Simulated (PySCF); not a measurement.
# SnHCl: singlet, from a linear start

Where does singlet SnHCl go from a linear start, is the end point a minimum, and what are its modes, charges and moments?

The runs use PySCF 2.14.0; PBE0, basis Sn def2-TZVP with ECP28, H def2-TZVP, Cl def2-TZVP, scalar-relativistic core potentials, no spin–orbit coupling, density fitting.

## (1) The system as given

3 atoms, charge 0, spin multiplicity 1.

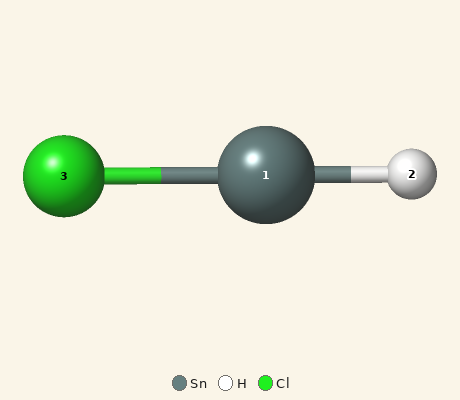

As it starts; tin teal, hydrogen white, chlorine green; atoms are numbered from 1 in the order of the file.

Coordinates in bohr (charge 0 multiplicity 1):
```
Sn    0.0000    0.0000    0.0000
H     0.0000    0.0000   -3.2503
Cl    0.0000    0.0000    4.5164
```

## (2) Finding the electronic state

One driver script runs all steps and calls PySCF; scf.py shows how it sets up the SCF of each step. The optimiser is the driver's own. After this first run the driver tries any further starts and a stability analysis.

The input, scf.py:

```python
from pyscf import gto, scf, dft
mol = gto.M(atom='''
Sn     0.000000     0.000000     0.000000
H      0.000000     0.000000    -1.720000
Cl     0.000000     0.000000     2.390000''',
    basis={'Sn': 'def2-TZVP', 'H': 'def2-TZVP', 'Cl': 'def2-TZVP'},
    ecp={'Sn': 'def2-TZVP'},
    charge=0, spin=0)
mf = dft.RKS(mol, xc='PBE0')
mf.grids.atom_grid = (50, 194)
aux = {'Sn': 'def2-universal-JKFIT', 'H': 'def2-universal-JKFIT', 'Cl': 'def2-universal-JKFIT'}
mf = mf.density_fit(auxbasis=aux)
mf.conv_tol = 1e-08
mf.diis_space = 10
mf.max_cycle = 60
mf.init_guess = 'minao'
mf.verbose = 4
mf.kernel()
```

On the command line:

```console
> OMP_NUM_THREADS=2 python axn.py task.json out
```

Log:

```text
init E= -638.112355077746
cycle= 1 E= -672.935052385729  delta_E= -34.8  |g|=  2.9  |ddm|= 30.6
  HOMO = -0.026893201289354  LUMO = 0.0479867262702913  gap/eV = 2.03759
cycle= 2 E= -669.311954546623  delta_E= 3.62  |g|= 5.71  |ddm|= 14.2
  HOMO = -0.134453422588299  LUMO = -0.0728266903944479  gap/eV = 1.67695
cycle= 3 E= -674.736455130098  delta_E= -5.42  |g|= 0.763  |ddm|= 11.5
  HOMO = -0.144524270342947  LUMO = -0.117161278828586  gap/eV = 0.74458
cycle= 4 E= -674.877838869447  delta_E= -0.141  |g|= 0.273  |ddm|= 1.88
  HOMO = -0.185706504034744  LUMO = -0.127487944880464  gap/eV = 1.58421
cycle= 5 E= -674.890162585526  delta_E= -0.0123  |g|= 0.113  |ddm|= 0.458
  HOMO = -0.188109141213546  LUMO = -0.127780029033081  gap/eV = 1.64164
cycle= 6 E= -674.893608319458  delta_E= -0.00345  |g|= 0.0365  |ddm|= 0.213
  HOMO = -0.186262107109236  LUMO = -0.125837272251032  gap/eV = 1.64424
cycle= 7 E= -674.89405923147  delta_E= -0.000451  |g|= 0.00423  |ddm|= 0.057
  HOMO = -0.185538611787785  LUMO = -0.125048469469407  gap/eV = 1.64602
cycle= 8 E= -674.894066486946  delta_E= -7.26e-06  |g|= 0.00147  |ddm|= 0.00752
  HOMO = -0.18558385005561  LUMO = -0.125046731729233  gap/eV = 1.64730
cycle= 9 E= -674.894067119488  delta_E= -6.33e-07  |g|= 0.000336  |ddm|= 0.00208
  HOMO = -0.185583404918105  LUMO = -0.1250338355138  gap/eV = 1.64764
cycle= 10 E= -674.894067179165  delta_E= -5.97e-08  |g|= 7.82e-05  |ddm|= 0.000794
  HOMO = -0.185582413567927  LUMO = -0.125041061808515  gap/eV = 1.64741
cycle= 11 E= -674.894067183032  delta_E= -3.87e-09  |g|= 1.35e-05  |ddm|= 0.00023
  HOMO = -0.18558146876004  LUMO = -0.125039193348465  gap/eV = 1.64744
Extra cycle  E= -674.894067183102  delta_E= -7.04e-11  |g|= 1.38e-05  |ddm|= 7.02e-05
converged SCF energy = -674.894067183102
```

This step, with its further starts and checks, needed 2.4 s of wall time on 2 threads of Arm Neoverse V2, shared host.

The test of internal stability found no lower closed-shell solution.

## (3) Relaxing the singlet from the linear start

The program finds C∞v symmetry in the start, which this walk keeps. The walk stops when the largest gradient is under 0.0003 Eh/bohr and the energy has settled too.

scf.py, as its differences from that of step 2:

```diff
@@ -3,3 +3,3 @@
-Sn     0.000000     0.000000     0.000000
-H      0.000000     0.000000    -1.720000
-Cl     0.000000     0.000000     2.390000''',
+Sn     0.000000     0.000000    -0.525037
+H      0.000000     0.000000    -2.245037
+Cl     0.000000     0.000000     1.864963''',
@@ -16 +15,0 @@
-mf.init_guess = 'minao'
```

The optimiser's trace:

| step | energy (Eh) | change (kJ/mol) | largest symmetric gradient (Eh/bohr) |
| --- | --- | --- | --- |
| 0 | -674.894067 | 0.00 | 0.05324 |
| 1 | -674.910970 | -44.38 | 0.02012 |
| 2 | -674.913833 | -51.89 | 0.00677 |
| 3 | -674.914184 | -52.82 | 0.00149 |
| 4 | -674.914196 | -52.85 | 0.00084 |
| 5 | -674.914199 | -52.85 | 0.00054 |
| 6 | -674.914200 | -52.86 | 0.00012 |

The walk took 7.9 s.

Positions (Å) and forces (eV/Å) along the way:

```
step 0
Sn   0.000   0.000  -0.525   0.000   0.000   0.096
H    0.000   0.000  -2.245   0.000   0.000  -2.738
Cl   0.000   0.000   1.865   0.000   0.000   2.642
step 1
Sn   0.000   0.000  -0.538   0.000   0.000   0.226
H    0.000   0.000  -2.372   0.000   0.000  -1.035
Cl   0.000   0.000   2.004   0.000   0.000   0.809
step 3
Sn   0.000   0.000  -0.537   0.000   0.000   0.069
H    0.000   0.000  -2.467   0.000   0.000  -0.077
Cl   0.000   0.000   2.099   0.000   0.000   0.008
step 6
Sn   0.000   0.000  -0.533   0.000   0.000   0.003
H    0.000   0.000  -2.475   0.000   0.000   0.004
Cl   0.000   0.000   2.102   0.000   0.000  -0.006
```

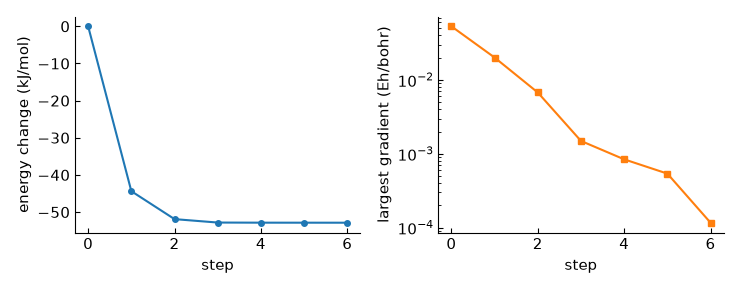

How energy and gradient fall.

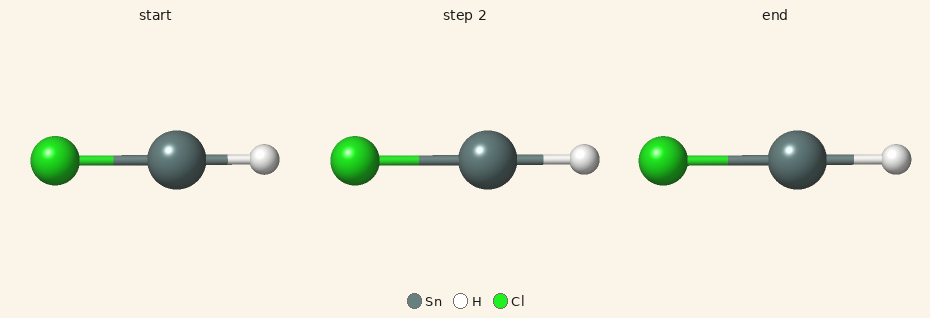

The geometry along the walk, at one scale.

End point (C∞v, 6 steps, 52.9 kJ/mol gained): Sn–Cl 2.635 Å, Sn–H 1.942 Å; Cl–Sn–H 180.0°.

## (4) Hessian and properties

On the finer grid the gradient is checked again; gradients at displacements of ±0.02 bohr then give force constants and infrared intensities.

scf.py, as its differences from that of step 3:

```diff
@@ -3,3 +3,3 @@
-Sn     0.000000     0.000000    -0.525037
-H      0.000000     0.000000    -2.245037
-Cl     0.000000     0.000000     1.864963''',
+Sn     0.000000     0.000000    -0.578476
+H      0.000000    -0.000000    -2.520046
+Cl    -0.000000     0.000000     2.056122''',
@@ -10 +10 @@
-mf.grids.atom_grid = (50, 194)
+mf.grids.atom_grid = (75, 302)
@@ -13 +13 @@
-mf.conv_tol = 1e-08
+mf.conv_tol = 1e-10
```

The driver hands on the density of the step before, so the log starts near convergence.

SCF at the final geometry:

```text
init E= -674.914205339548
  HOMO = -0.215807711996758  LUMO = -0.139597492843608  gap/eV = 2.07379
cycle= 1 E= -674.914205339545  delta_E= 3.18e-12  |g|= 1.82e-06  |ddm|= 4.32e-06
  HOMO = -0.215807780694384  LUMO = -0.139597502442085  gap/eV = 2.07379
Extra cycle  E= -674.914205339542  delta_E= 2.27e-12  |g|= 2.77e-06  |ddm|= 5.79e-06
converged SCF energy = -674.914205339542
```

The whole step took 18 s.

Geometry: C∞v; Sn–Cl 2.635 Å, Sn–H 1.942 Å; Cl–Sn–H 180.0°.

Modes, for the most abundant isotopes:

```csv
symmetry,ω (cm⁻¹),IR (km/mol),μ (u)
π,926i,37.5,1.05
σ+,229,135,41.61
σ+,1342,1160,1.01
```

With 2 modes imaginary (up to 926i cm⁻¹) this point is a saddle.

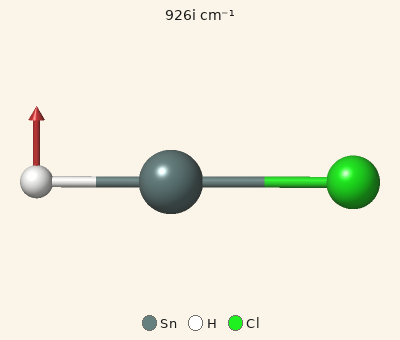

The imaginary mode, as arrows.

Constants and moments:

- Dipole moment: 3.24 D
- Highest occupied level: -5.87 eV
- Lowest empty level: -3.80 eV
- Rotational constants: 0.08673 cm⁻¹
- Zero-point energy (real modes): 9.4 kJ/mol
- Principal polarisabilities: 40.4, 40.4, 105.3 bohr³
- Atomisation energy without zero-point energy: 412 kJ/mol
- Principal traceless quadrupole moments about the centre of mass: -20.33, 10.17, 10.17 D Å

Charges (e) and bond orders:

```tsv
atom	Mulliken	Löwdin	polar tensor	Mayer order to Sn1
Sn1	0.68	0.42	0.92	–
H2	-0.22	-0.18	-0.27	0.85
Cl3	-0.46	-0.25	-0.66	0.90
```

Outer orbital energies (eV). occupied: -29.92, -29.87, -20.80, -13.55, -9.33, -7.96, -7.96, -5.87; empty: -3.80, -3.80, 1.47, 2.51.

Mulliken populations on Sn1 (outside its core potential): s 3.99, p 7.08, d 10.24, f 0.02.

## (5) Downhill along the imaginary mode

The atoms are moved a little along the softest imaginary mode and relaxed again.

The program finds Cs symmetry in the start, which this walk keeps. The walk stops when the largest gradient is under 0.0003 Eh/bohr and the energy has settled too.

scf.py, as its differences from that of step 4:

```diff
@@ -3,3 +3,3 @@
-Sn     0.000000     0.000000    -0.578476
-H      0.000000    -0.000000    -2.520046
-Cl    -0.000000     0.000000     2.056122''',
+Sn    -0.001645     0.000602    -0.578476
+H      0.112700    -0.041216    -2.520045
+Cl     0.002394    -0.000875     2.056123''',
@@ -10 +10 @@
-mf.grids.atom_grid = (75, 302)
+mf.grids.atom_grid = (50, 194)
@@ -13 +13 @@
-mf.conv_tol = 1e-10
+mf.conv_tol = 1e-08
```

Steps of the walk:

```csv
step,energy (Eh),change (kJ/mol),largest symmetric gradient (Eh/bohr)
0,-674.915045,0.00,0.01133
1,-674.928764,-36.02,0.02667
2,-674.949249,-89.80,0.02985
3,-674.968358,-139.97,0.03244
4,-674.986676,-188.07,0.02795
5,-674.996904,-214.92,0.02872
6,-675.001051,-225.81,0.00791
7,-675.001226,-226.27,0.00505
8,-675.001355,-226.61,0.00033
9,-675.001355,-226.61,0.00001
```

The walk took 12 s.

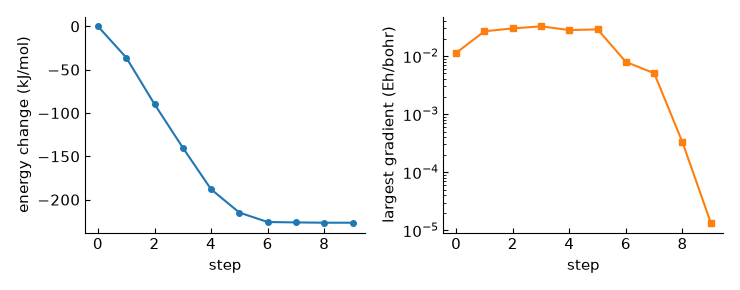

How energy and gradient fall.

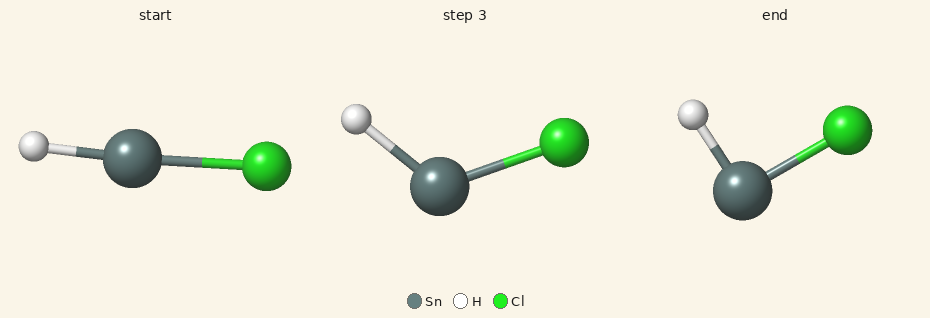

The geometry along the walk, at one scale.

It settles in Cs symmetry, 226.6 kJ/mol below the start, after 9 steps: Sn–Cl 2.371 Å, Sn–H 1.779 Å; Cl–Sn–H 93.2°.

## (6) Hessian and properties

The same treatment as at the point before.

scf.py, as its differences from that of step 5:

```diff
@@ -3,3 +3,3 @@
-Sn    -0.001645     0.000602    -0.578476
-H      0.112700    -0.041216    -2.520045
-Cl     0.002394    -0.000875     2.056123''',
+Sn    -0.283745     0.103769    -0.436698
+H      1.055701    -0.386083    -1.499398
+Cl     0.942961    -0.344853     1.541222''',
@@ -10 +10 @@
-mf.grids.atom_grid = (50, 194)
+mf.grids.atom_grid = (75, 302)
@@ -13 +13 @@
-mf.conv_tol = 1e-08
+mf.conv_tol = 1e-10
```

SCF at the final geometry:

```text
init E= -675.001284998669
  HOMO = -0.257906125121725  LUMO = -0.112315887201097  gap/eV = 3.96171
cycle= 1 E= -675.001284998668  delta_E= 1.02e-12  |g|= 1.81e-06  |ddm|= 3.45e-06
  HOMO = -0.257906228021129  LUMO = -0.112316084182806  gap/eV = 3.96171
Extra cycle  E= -675.001284998666  delta_E= 1.82e-12  |g|= 2.15e-06  |ddm|= 4.02e-06
converged SCF energy = -675.001284998666
```

The whole step needed 23 s of wall time on 2 threads of Arm Neoverse V2, shared host.

Geometry: Cs; Sn–Cl 2.370 Å, Sn–H 1.779 Å; Cl–Sn–H 93.3°.

Harmonic modes (main isotopes):

```tsv
symmetry	ω (cm⁻¹)	IR (km/mol)	μ (u)	type
a'	349	65.0	41.59	stretch
a'	594	30.5	1.04	bend
a'	1718	431	1.02	stretch
```

No imaginary mode, so this is a minimum.

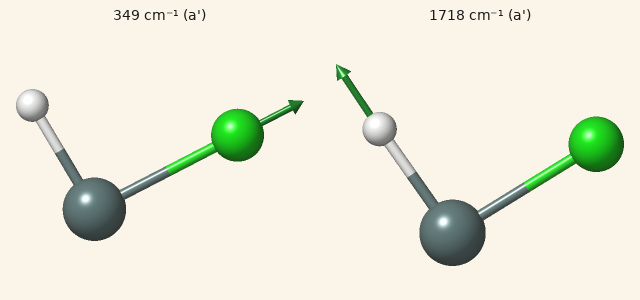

Displacements of 2 of the modes, as arrows (one member where a mode is degenerate).

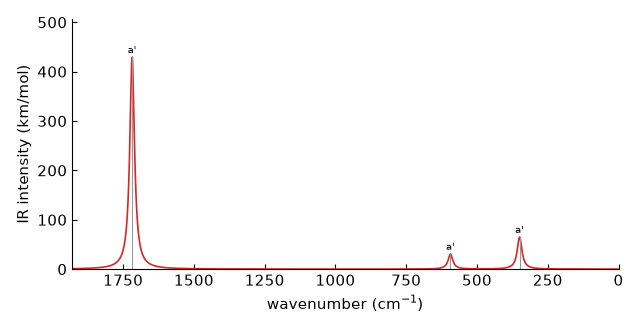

The harmonic infrared spectrum (widths in cm⁻¹). Lines are broadened to a width of 20 cm⁻¹ (Lorentzian).

Constants and moments:

- Dipole moment: 2.73 D
- Highest occupied level: -7.02 eV
- Lowest empty level: -3.06 eV
- Rotational constants: 5.354, 0.1105, 0.1083 cm⁻¹
- Zero-point energy: 15.9 kJ/mol
- Principal polarisabilities: 38.9, 51.7, 66.5 bohr³
- Atomisation energy without zero-point energy: 641 kJ/mol
- Principal traceless quadrupole moments about the centre of mass: -3.68, -2.82, 6.51 D Å
- Entropy at 298.15 K and 1 bar: 273.8 J/(mol K)
- Heat capacity Cp at 298.15 K: 44.4 J/(mol K)
- Enthalpy at 298.15 K above 0 K: 11.30 kJ/mol
- Rotational symmetry number: 1

Charges (e) and bond orders:

```csv
atom,Mulliken,Löwdin,polar tensor,Mayer order to Sn1
Sn1,0.49,0.14,0.90,–
H2,-0.09,-0.10,-0.29,0.94
Cl3,-0.40,-0.04,-0.61,1.00
```

Outer orbital energies (eV). occupied: -28.83, -28.72, -22.01, -13.45, -9.59, -8.99, -8.89, -7.02; empty: -3.06, -0.77, 0.82, 2.61.

Mulliken populations on Sn1 (outside its core potential): s 3.87, p 7.49, d 10.12, f 0.03.

## (7) The points found, side by side

| spin | group | bonds | imaginary modes (cm⁻¹) | ΔE (kJ/mol) | with zero-point energy |
| --- | --- | --- | --- | --- | --- |
| singlet | Cs | Sn–Cl 2.370 Å, Sn–H 1.779 Å | none | 0.0 | 0.0 |
| singlet | C∞v | Sn–Cl 2.635 Å, Sn–H 1.942 Å | 926i, 926i | 228.6 | – |

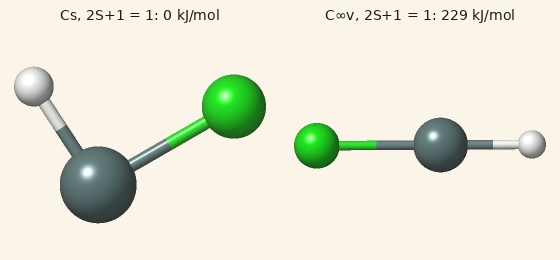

The points, lowest first (tin teal, hydrogen white, chlorine green).

## (8) Outcome

```
                                 quantity                                       value
                                  minimum                                 singlet, Cs
                                 geometry  Sn–Cl 2.370 Å, Sn–H 1.779 Å; Cl–Sn–H 93.3°
                       wavenumbers (cm⁻¹)               349 (a'), 594 (a'), 1718 (a')
                            dipole moment                                      2.73 D
     highest occupied, lowest empty level                             -7.02, -3.06 eV
               polar-tensor charge of Sn1                                     +0.90 e
                        zero-point energy                                 15.9 kJ/mol
                      entropy at 298.15 K                             273.8 J/(mol K)
atomisation energy (no zero-point energy)                                  641 kJ/mol
```

In words: The linear start (C∞v) ends in a minimum of Cs symmetry, after a stop at a second-order saddle point 228.6 kJ/mol higher, from which it was pushed off along an imaginary mode. In the infrared the band at 1718 cm⁻¹ (a', stretch) leads. Other starts or spin states, not run here, may lie lower.

The search up to here took 63 s.
